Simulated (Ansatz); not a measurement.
# U-wB97M-V/def2-SVPD (core potential) run of InCl2O (SMILES [O][In]([Cl])[Cl])

Aim: the electronic atomisation energy of InCl2O at U-wB97M-V/def2-SVPD (core potential), from 4 runs. 

Program for the calculation: Ansatz 0.2.0.

34 further runs of the same task are left out: 1 that didn't finish, 33 set aside as unsound or not needed. Runs told in other sessions of the task aren't counted.

**1. The structure to begin with**

InCl2O has 4 atoms, charge 0, and is taken as a doublet. As SMILES, `[O][In]([Cl])[Cl]`. The shape is that of a PBE0-D4/def2-TZVP optimisation.

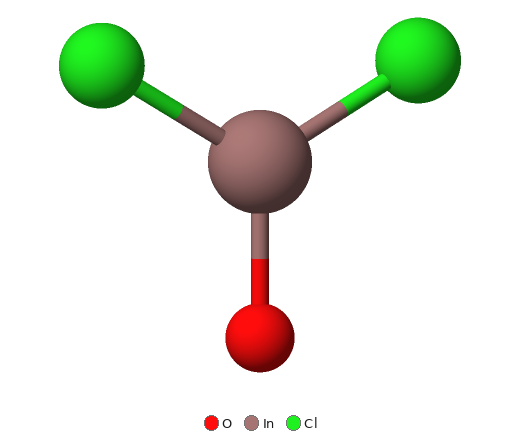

The structure, seen from a chosen angle (oxygen red, indium brown, chlorine green).

**2. The energy at U-wB97M-V/def2-SVPD (core potential)**

molecule.yaml reads:

```yaml
crystal:
  periodic: [false, false, false]
  atoms:
    - {symbol: O, position_ang: [0.606300, 1.014000, 1.667600]}
    - {symbol: In, position_ang: [0.031700, 0.016000, 0.045400]}
    - {symbol: Cl, position_ang: [0.741600, -2.145000, -0.248200]}
    - {symbol: Cl, position_ang: [-1.324100, 1.054700, -1.485200]}
basis:
  gaussian: {orbitals: def2-SVPD}
magnetization: {spin_polarized: true, initial_magnetization: 1}
hamiltonian: {xc: {name: wB97M-V}}
accuracy: high
output: {orbitals: {seedname: orbitals}}
```

Command:

```
ansatz run molecule.yaml --threads 1 --pin off --max-ram 3480MiB --events-out events.jsonl --progress --plain --runs-dir runs
```

Standard output:

```text
Warning: RAYON_NUM_THREADS=1 ignored (pool sized by the plan → 1); use --threads N
Functional definition: wB97M-V
  name "wB97M-V"
  parameter omega = 0.3/bohr
  parameter cx = 0.15
  parameter cx01 = 1.007
  parameter cx10 = 0.259
  parameter css00 = 0.443
  parameter css04 = -1.437
  parameter css10 = -4.535
  parameter css20 = -3.390
  parameter css43 = 4.278
  parameter cos00 = 1.000
  parameter cos10 = 1.358
  parameter cos20 = 2.924
  parameter cos21 = -8.812
  parameter cos60 = -1.390
  parameter cos61 = 9.142
  parameter b = 6.0
  parameter c = 0.01
  gx(w, u) = 1 - cx + cx01*u + cx10*w
  gss(w, u) = css00 + css04*u^4 + css10*w + css20*w^2 + css43*w^4*u^3
  gos(w, u) = cos00 + cos10*w + (cos20 + cos21*u)*w^2 + (cos60 + cos61*u)*w^6
  exchange = spin_sum(e_x_unif_sr(omega)*gx(b97_w, b97_u_x)) + cx*exact_x_sr(omega) + exact_x_lr(omega)
  correlation = spin_sum(e_c_pw_mod_same_spin*gss(b97_w, b97_u_same))
      + integral(e_c_pw_mod_opposite_spin*gos(b97_w_opposite, b97_u_opposite)) + vv10(b, c)
2170 factors; integrals over basis functions are off by at most 3.0e-9 eV
576 factors; integrals over basis functions are off by at most 1.2e-9 eV
mean field evaluation 1: about -32238.1429 eV, gradient 5.0e1 eV
mean field evaluation 2: about -32077.5677 eV, gradient 1.3e2 eV
mean field evaluation 4: about -32251.5212 eV, gradient 1.9e1 eV
mean field evaluation 8: about -32254.6906 eV, gradient 3.1e0 eV
mean field evaluation 16: about -32254.7927 eV, gradient 5.6e-3 eV
mean field evaluation 32: about -32254.7927 eV, gradient 1.1e-4 eV
mean field -32254.79268615 eV, -1185.3417681324 hartree, gradient 7.7e-8 eV, S^2 0.756488; 4 other end points of the search recorded, 0 dependent functions left out
reference -32254.79268873 eV, -1185.3417682272 hartree; 32, 31 occupied and 77, 78 virtual orbitals, 2170 factors
Total energy: -32254.79268873 eV, -1185.3417682272 hartree
```

It took 4.9 min on 1 thread of Arm Neoverse V2, shared host; peak memory 1.4 GiB.

**3. The Cl atom, same level**

job.yaml reads:

```yaml
crystal:
  periodic: [false, false, false]
  atoms:
    - {symbol: Cl, position_ang: [0.000000, 0.000000, 0.000000]}
basis:
  gaussian:
    orbitals: def2-SVPD
total_charge: 0
accuracy: high
hamiltonian:
  xc: {name: wB97M-V}
magnetization:
  spin_polarized: true
  initial_magnetization: 1
```

Run the same way, it converges to -459.97795 Eh (log not shown).

**4. The In atom**

job.yaml reads:

```yaml
crystal:
  periodic: [false, false, false]
  atoms:
    - {symbol: In, position_ang: [0.000000, 0.000000, 0.000000]}
basis:
  gaussian:
    orbitals: def2-SVPD
magnetization:
  spin_polarized: true
  initial_magnetization: 1
accuracy: high
hamiltonian:
  xc: {name: wB97M-V}
```

Run the same way, it converges to -190.05620 Eh (log not shown).

**5. The O atom, same level**

in.yaml reads:

```yaml
crystal:
  periodic: [false, false, false]
  atoms:
    - {symbol: O, position_ang: [0.000000, 0.000000, 0.000000]}
basis:
  gaussian:
    orbitals: def2-SVPD
magnetization:
  spin_polarized: true
  initial_magnetization: 2
hamiltonian:
  xc: {name: wB97M-V}
accuracy: high
```

Run the same way, it converges to -74.98900 Eh (log not shown).

**6. What came out**

Level: U-wB97M-V/def2-SVPD (core potential).

```
                                    quantity           value
                      molecule: total energy  -1185.34177 Eh
molecule: HOMO energy (highest over α and β)       -11.76 eV
 molecule: LUMO energy (lowest over α and β)        -2.48 eV
                              molecule: ⟨S²⟩           0.756
                       Cl atom: total energy   -459.97795 Eh
                               Cl atom: ⟨S²⟩           0.752
                       In atom: total energy   -190.05620 Eh
                               In atom: ⟨S²⟩           0.753
                        O atom: total energy    -74.98900 Eh
                                O atom: ⟨S²⟩           2.005
               electronic atomisation energy        9.270 eV
```

Taking the molecule apart into free atoms costs 9.27 eV (214 kcal/mol), before zero-point energy and without spin-orbit coupling.
